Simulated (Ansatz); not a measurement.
# SrTiO3 (I4/mcm): how G0W0 depends on its starting point

Aim: G0W0 for SrTiO3 (I4/mcm) on several starting functionals, at one mesh, band count and screening cutoff.

Main program and level: Ansatz 0.2.0; G0W0 on several functionals, plane waves, PAW.

## Step 1: Starting point

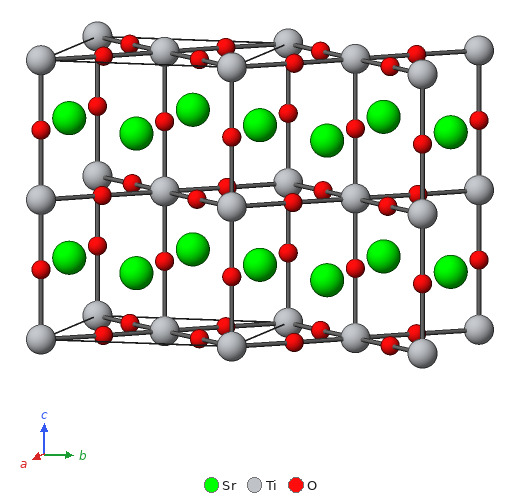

The cell as given, slightly off an axis (strontium green, titanium light grey, oxygen red). 1×2×1 cells are drawn. This picture shows the conventional cell, with its axes. Some periodic images of atoms are drawn too.

The cell and positions come from the Crystallography Open Database and are kept as given unless a step says otherwise.

## Step 2: G0W0 on PBE

Now the one-shot GW correction: screening in the RPA, then the self-energy of the levels asked for. This step takes hard PAW files.

This step: G0W0 on PBE, plane waves, PAW.

File input.yaml:

```yaml
crystal:
  lattice:
    - [-2.7555, 2.7555, 3.898]
    - [2.7555, -2.7555, 3.898]
    - [2.7555, 2.7555, -3.898]
  atoms:
    - { symbol: Sr, position: [0.75, 0.25, 0.5] }
    - { symbol: Sr, position: [0.25, 0.75, 0.5] }
    - { symbol: Ti, position: [0.0, 0.0, 0.0] }
    - { symbol: Ti, position: [0.5, 0.5, 0.0] }
    - { symbol: O, position: [0.25, 0.25, 0.0] }
    - { symbol: O, position: [0.75, 0.75, 0.0] }
    - { symbol: O, position: [0.7451, 0.2451, 0.9902] }
    - { symbol: O, position: [0.2451, 0.2549, 0.5] }
    - { symbol: O, position: [0.2549, 0.7549, 0.0098] }
    - { symbol: O, position: [0.7549, 0.7451, 0.5] }
kpoints:
  mp_grid: { grid: [4, 4, 4] }
hamiltonian:
  xc: pbe
  pseudopotentials: { kind: paw, source: ansatz }
scf:
  occupations: { method: fixed }
gw:
  n_empty_bands: 704
  ecut_chi: 190.0
  qp_bands: [v3, c3]
  qp_kpoints: band_edges
  screening: { model: contour_deformation }
```

Started as:

```console
ansatz run input.yaml --threads 4 --pin off --max-ram 138240MiB --backend cuda --events-out ev --progress --plain --runs-dir out --devices 1 --max-vram 26GiB
```

Numbers of over 12 decimals in the logs are rounded to 6 here.

What it wrote:

```text
GPUs: using 1 of 1 available (devices: 1).
Engine: ansatz 0.2.0, x86_64-unknown-linux-gnu
Pseudopotentials: kind: paw
Pseudopotential: Sr, paw, valence charge 10, recommended cutoff 350 eV (normal), Sr.paw.azcp
Pseudopotential: Ti, paw, valence charge 12, recommended cutoff 740 eV (normal), Ti.paw.azcp
Pseudopotential: O, paw, valence charge 6, recommended cutoff 930 eV (normal), O.paw.azcp
Functional definition: PBE
  parameter kappa = 0.804
  parameter beta = 0.066725
  exchange = pbe_x(kappa = kappa, mu = beta*pi^2/3)
  correlation = pbe_c(beta = beta)
device memory: the entry about to start is reckoned to put 5.9 GiB on a device that reports 63.7 GiB free (of which the cap on the GPU budget leaves the run 26.0 GiB)
GPU FFT provider: cuFFT
GPU libraries: cuBLAS 13.8.2, cuFFT 12.4.0, cuSOLVER 12.3.4
Crystal: 10 atoms, lattice volume = 118.387 Å³
Basis set: ecut = 930 eV, 7631 PW (Γ)
Bands: 50, of which v1, the nominal top of the filled ones, is band 40 counted from 1 (39 counted from 0)
Symmetry: 16 space group operations
Space group: I4/mcm (ITA 140), of the structure as read, at distance tolerance 4.9e-5 Å
k-points: 13 of 64
Non-local potential: Sr, projectors of the file, l = 0: 2, l = 1: 2, l = 2: 2, l = 3: 1
Non-local potential: Ti, projectors of the file, l = 0: 2, l = 1: 2, l = 2: 2, l = 3: 1
Non-local potential: O, projectors of the file, l = 0: 2, l = 1: 2, l = 2: 1
PAW form: soft (Blöchl's): semilocal exchange-correlation on the pseudo side does not see the compensation charge
PAW one-centre angular grid: Sr, 194 points (default); XC on 64 Gauss nodes
PAW one-centre angular grid: Ti, 590 points (default); XC on 64 Gauss nodes
PAW one-centre angular grid: O, 110 points (default); XC on 64 Gauss nodes
Initial density: superposition of atomic densities (chi_scale 0.1, normalization cell, long waves kept (reshape's long-wave potential 0.00 eV rms))
Initial wavefunctions: pseudopotential atomic-orbital guess
GPU buffer pool allocated for 262144 grid points (all kernels)
GPU transforms: local potential and band sums: pruned to the plane-wave sphere, on 60×60×60
Functional: x = pbe(κ = 0.804, μ = 0.219515), c = pbe(β = 0.066725)
SCF iter   1: F=—  HF=-15514.151118 eV  |F-HF|=—  |Δ(HF+E_count)|=         —  Δρ=8.98e-2  dr2=1.40e1  ethr=3.10e-3  ⟨swp⟩=5.0  Hψ=2186  notcnv=0  defer=77
preconditioner: auto → Resta (q_TF=auto, 2.556 Å⁻¹)  ε∞=4.5  [insulator: Δε(μ)=4.057 eV  Ē_g=14.056 eV  n_scr=26 (ndim 8)  ℏωp=26.4 eV  f_vac=0.000  ε∞_Penn≈4.5]
SCF iter   2: F=—  HF=-15510.662441 eV  |F-HF|=—  |Δ(HF+E_count)|=    3.49e0  Δρ=4.87e-2  dr2=1.87e0  ethr=3.10e-3  ⟨swp⟩=3.9  Hψ=1474  notcnv=0  defer=80
SCF iter   3: F=—  HF=-15510.276106 eV  |F-HF|=—  |Δ(HF+E_count)|=   3.86e-1  Δρ=1.95e-2  dr2=5.15e-1  ethr=2.33e-3  ⟨swp⟩=2.0  Hψ=941  notcnv=0  defer=81
SCF iter   4: F=—  HF=-15510.196437 eV  |F-HF|=—  |Δ(HF+E_count)|=   7.97e-2  Δρ=7.77e-3  dr2=5.50e-2  ethr=6.43e-4  ⟨swp⟩=2.6  Hψ=1014  notcnv=0  defer=88
SCF iter   5: F=—  HF=-15510.200505 eV  |F-HF|=—  |Δ(HF+E_count)|=   4.07e-3  Δρ=4.02e-3  dr2=2.19e-2  ethr=6.88e-5  ⟨swp⟩=3.0  Hψ=1338  notcnv=0  defer=95
SCF iter   6: F=—  HF=-15510.198020 eV  |F-HF|=—  |Δ(HF+E_count)|=   2.49e-3  Δρ=7.21e-4  dr2=7.72e-4  ethr=2.73e-5  ⟨swp⟩=3.0  Hψ=909  notcnv=0  defer=97
SCF iter   7: F=—  HF=-15510.198164 eV  |F-HF|=—  |Δ(HF+E_count)|=   1.44e-4  Δρ=6.42e-4  dr2=6.82e-4  ethr=9.66e-7  ⟨swp⟩=2.2  Hψ=968  notcnv=0  defer=94
SCF iter   8: F=—  HF=-15510.198069 eV  |F-HF|=—  |Δ(HF+E_count)|=   9.49e-5  Δρ=2.55e-4  dr2=9.82e-5  ethr=8.52e-7  ⟨swp⟩=2.0  Hψ=866  notcnv=0  defer=68
SCF iter   9: F=—  HF=-15510.198052 eV  |F-HF|=—  |Δ(HF+E_count)|=   1.72e-5  Δρ=6.28e-5  dr2=5.76e-6  ethr=1.23e-7  ⟨swp⟩=2.1  Hψ=741  notcnv=0  defer=38
SCF iter  10: F=-15510.198051 eV  HF=-15510.198051 eV  |F-HF|=3.90e-9  |Δ(HF+E_count)|=   7.65e-7  Δρ=7.62e-6  dr2=8.52e-8  ethr=1.25e-10  ⟨swp⟩=10.5  Hψ=3194  notcnv=0
SCF 1 converged in 10 iterations: F = -15510.198051 eV  dr2 = 8.52e-8
  greatest PAW one-centre occupation: 0.932 electrons in one spin orbital (limit 2), on the Ti atom at site 3 (counted from 0), in its partial waves of l = 0
device memory: the entry about to start is reckoned to put 7.3 GiB (of the 7.4 GiB reckoned in all, the device holds 0.1 GiB already) on a device that reports 63.6 GiB free (of which the cap on the GPU budget leaves the run 25.9 GiB)
NSCF: frozen V_eff on 13 k-points
the band table was solved once the SCF had ended and its energy, with any forces and stress, was formed, with the checks that follow a solve (2555 applications of the Hamiltonian). They found nothing against the state; the energy, forces and stress were not computed again (output.eigenvalues in the input reference)
device memory: the entry about to start is reckoned to put 10.3 GiB on a device that reports 63.7 GiB free (of which the cap on the GPU budget leaves the run 26.0 GiB)
NSCF: frozen V_eff on 13 k-points
G₀W₀ screening: q 1/13
[... further progress lines ...]
device memory: the entry about to start is reckoned to put 1.4 GiB on a device that reports 58.6 GiB free (of which the cap on the GPU budget leaves the run 26.0 GiB)
NSCF: frozen V_eff on 1 k-points
device memory: the entry about to start is reckoned to put 1.4 GiB on a device that reports 58.6 GiB free (of which the cap on the GPU budget leaves the run 26.0 GiB)
NSCF: frozen V_eff on 1 k-points
SCF converged after 10 iterations
Free energy (F): -15510.198051 eV
Harris-Foulkes:  -15510.198051 eV  (|F-HF|=3.90e-9)
Internal energy: -15510.198051 eV  (E = F + TS)
E sigma→0 (E₀):  -15510.198051 eV
Fermi energy:    10.058875 eV
--- Per-component energies (eV) ---
  E_band       = -404.086689
  E_kinetic    = 2968.026443
  E_local      = -6406.750363  (includes V_loc(G=0)·N_el)
  E_nonlocal   = 1482.087576
  E_hartree    = 1690.638667
  E_xc         = -1298.635898
  E_vxc        = -1538.305164  (∫ρ·V_xc dr)
  E_paw        = -8151.100800  (= ΣΔE_a)
  E_vpaw       = -290.413920  (= ΣTr[D̂ρ^β])
  E_aug_tail   = -0.000037  (compensation charges beyond the density's cutoff)
  E_ewald      = -5794.463639
  E_smearing   = -0.000000  (= −TS)
  E_closure    = -0.000000  (closes the sum)
  Σ components = -15510.198051   (vs F -15510.198051, Δ=0.00e0)
--- Band table (eV; the first three rows and the last of 13) ---
  k-point 0: bands = [... 36 lower, 9.7183, 10.0530, 10.0589, 10.0589, 11.9536, 11.9536, 11.9543, 14.4169, ... 6 higher]
  k-point 1: bands = [... 36 lower, 9.3908, 9.4751, 9.4752, 10.0166, 12.0348, 13.0200, 13.0212, 14.1827, ... 6 higher]
  k-point 2: bands = [... 36 lower, 8.5019, 9.3404, 9.3407, 9.9740, 12.1205, 13.8926, 13.8933, 13.9003, ... 6 higher]
  k-point 12: bands = [... 36 lower, 8.4974, 9.3427, 9.3427, 9.9731, 12.1221, 13.8762, 13.8762, 13.9218, ... 6 higher]
--- G₀W₀: contour deformation, 7 samples at zero and on the imaginary axis and 2 off it, 64 q-points, 704 empty bands' worth ---
  eigenvalues of the whole cell's RPA ε∞ on this k-mesh (on a slab, of 1 + 4πα/V) = 6.1343, 6.1343, 6.1348; static W/v taken at q = 0 is 0.163013
  bands read: the sum over 744 bands ends inside a degenerate multiplet in 2 slots, whose members it reads at an even weight; the widest, k=0: bands 744 to 745 (counted from 1) at 1/2 each
  gw.qp_kpoints: band_edges: 11 of 13 stored k-points solved, in 1 pass; an edge of the gap read off the rows below is read off those points alone
    valence top: of the k-points left out ik 10 came nearest to being solved in a further pass, in band 40 (counted from 1, as in the quasiparticle table): it holds the edge there only if its correction is more favourable than any solved in that band by at least 0.524 eV; those differ by 0.042 eV
    conduction bottom: of the k-points left out ik 10 came nearest to being solved in a further pass, in band 41 (counted from 1, as in the quasiparticle table): it holds the edge there only if its correction is more favourable than any solved in that band by at least 1.024 eV; those differ by 0.042 eV
    ik  band        ε_KS         Σx   Σc(E_QP)       V_xc       Z   E_QP_lin       E_QP  E_QP is
     0    38     10.0530   -26.0701     4.4975   -21.0086  0.7169     9.4822     9.4889  root
     0    39     10.0589   -26.0813     4.4952   -21.0228  0.7169     9.4890     9.4957  root
     0    40     10.0589   -26.0813     4.4952   -21.0228  0.7169     9.4890     9.4957  root
     0    41     11.9536   -12.6444    -6.5977   -20.2731  0.7392    13.0053    12.9846  root
     0    42     11.9536   -12.6444    -6.5977   -20.2731  0.7392    13.0053    12.9846  root
     0    43     11.9543   -12.6398    -6.6030   -20.2744  0.7392    13.0067    12.9860  root
     1    38      9.4751   -26.1081     4.2545   -21.2750  0.7245     8.8896     8.8965  root
     1    39      9.4752   -26.1092     4.2545   -21.2761  0.7245     8.8898     8.8966  root
     1    40     10.0166   -25.9926     4.4971   -20.9289  0.7167     9.4433     9.4501  root
     1    41     12.0348   -12.7897    -6.7167   -20.5563  0.7360    13.1067    13.0846  root
     1    42     13.0200   -14.2069    -6.6261   -21.8599  0.7153    14.0722    14.0469  root
     1    43     13.0212   -14.2097    -6.6268   -21.8634  0.7153    14.0734    14.0481  root
     2    38      9.3404   -26.0974     4.3538   -21.1447  0.7234     8.7339     8.7415  root
     2    39      9.3407   -26.0975     4.3540   -21.1446  0.7234     8.7342     8.7418  root
     2    40      9.9740   -25.9023     4.4970   -20.8359  0.7164     9.3976     9.4046  root
     2    41     12.1205   -12.9599    -6.8453   -20.8750  0.7325    13.2139    13.1903  root
     2    42     13.8926   -14.8646    -7.2730   -23.2042  0.6897    14.9958    14.9592  root
     2    43     13.8933   -14.8591    -7.2738   -23.1993  0.6897    14.9963    14.9597  root
     3    38      9.6549   -25.4896     4.5058   -20.3929  0.7143     9.0561     9.0641  root
     3    39      9.6565   -25.4962     4.5049   -20.4006  0.7144     9.0578     9.0658  root
     3    40      9.8671   -25.8822     4.5239   -20.7802  0.7152     9.2816     9.2889  root
     3    41     12.4924   -13.2911    -6.6663   -20.9905  0.7283    13.5485    13.5257  root
     3    42     12.5792   -13.4969    -6.5669   -21.0850  0.7265    13.6228    13.6003  root
     3    43     12.5801   -13.4999    -6.5675   -21.0886  0.7265    13.6239    13.6014  root
[...]
11    42     13.0867   -14.1948    -6.8755   -22.1263  0.7117    14.1706    14.1427  root
    11    43     13.8941   -14.7749    -7.3410   -23.1885  0.6897    15.0039    14.9668  root
    12    38      9.3427   -26.0972     4.3538   -21.1448  0.7234     8.7365     8.7441  root
    12    39      9.3427   -26.0972     4.3538   -21.1448  0.7234     8.7365     8.7441  root
    12    40      9.9731   -25.9031     4.4972   -20.8364  0.7164     9.3967     9.4037  root
    12    41     12.1221   -12.9628    -6.8460   -20.8786  0.7324    13.2156    13.1919  root
    12    42     13.8762   -14.8369    -7.2911   -23.1982  0.6901    14.9827    14.9464  root
    12    43     13.8762   -14.8369    -7.2911   -23.1982  0.6901    14.9827    14.9464  root
```

Run time: 69 s. Hardware: 1 × NVIDIA H100 80GB HBM3 (shared by 3 runs) with 4 threads of AMD EPYC 7R13 (Zen 3), shared host; peak memory 3.8 GiB; 2.1 min of CPU time.

Numbers from this step:

| Property | Result |
| --- | --- |
| bands summed | 744 |
| RPA ε∞ on this mesh (eigenvalues) | 6.134, 6.134, 6.135 |
| plane waves in the screening matrix | 725 |
| q-points in the mesh | 64 |
| G0W0 gap on the mesh | 3.489 eV |
| k of the valence top | 0, 0, 0 |
| k of the conduction bottom | 0, 0, 0 |
| starting gap on the mesh | 1.895 eV |
| Z at the valence top | 0.7169 |
| Z at the conduction bottom | 0.7392 |
| least direct G0W0 gap on the computed points | 3.489 eV |

The gap on the mesh goes from 1.89 eV to 3.49 eV, a correction of +1.59 eV. Between the two edge states, bare exchange in place of the xc potential would open the gap by 12.69 eV, and correlation takes back 11.09 eV.

[end of part 1 of 2]

[Paths, hosts, dates, memory and timing lines, banners, echoed tables and standing remarks are left out of the program output.]

[Logs are printed without paths, hosts, clocks, repeated set-up lines and the standing remarks that a program may print on its own settings, such as how far it seeks lower states.]

[Runs of the session that timed out or met a known fault of the program may be left out.]

[Cells called generated may have been cut or substituted from an entry of the Crystallography Open Database or the Materials Project.]

[Hosts, paths, dates, database ids (printed as entryN), source tags and the programs' standing remarks are cut or masked in the printed files.]
